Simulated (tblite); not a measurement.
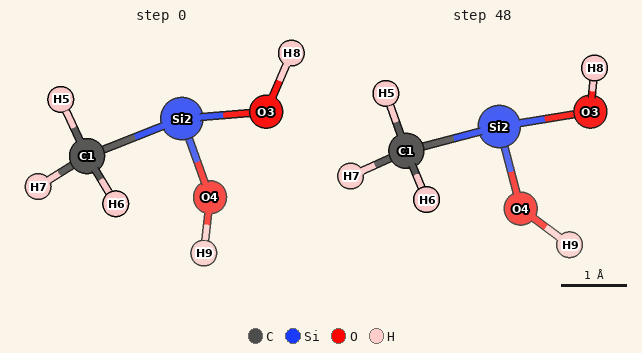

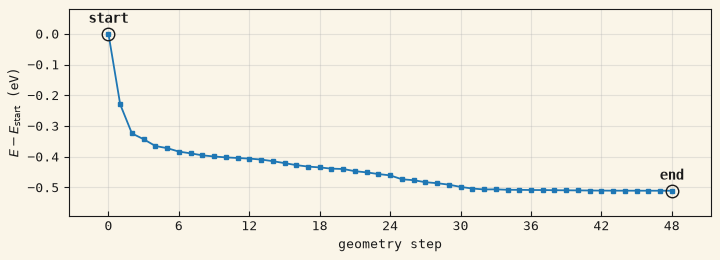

First and last geometry of a relaxation of CH5O2Si (multiplicity 2), with the history of the run. The picture is a ball-and-stick view, seen from a free direction.

Level of theory: GFN2-xTB geometry optimisation, gas phase in tblite. 

Question: Read the history and describe the run.

Answer: It converged. Over 48 geometry steps the energy falls by 0.511 eV. The atom that moves furthest after the best rigid fit is H9 (0.73 Å). By element the largest moves are H 0.73 Å, O 0.40 Å, Si 0.16 Å, C 0.10 Å. Among the contacts that change: Si2–O4 1.726 → 1.624 Å, Si2–O3 1.731 → 1.651 Å, O4–H9 1.006 → 0.958 Å, O3–H8 0.983 → 0.951 Å. Among the angles between lasting bonds that change: Si2–O4–H9 103.8° → 119.1°, Si2–O3–H8 111.6° → 120.8°, C1–Si2–O3 103.4° → 110.3°. Groups turn about Si2–O3 by about 65°, Si2–O4 by about 60°.
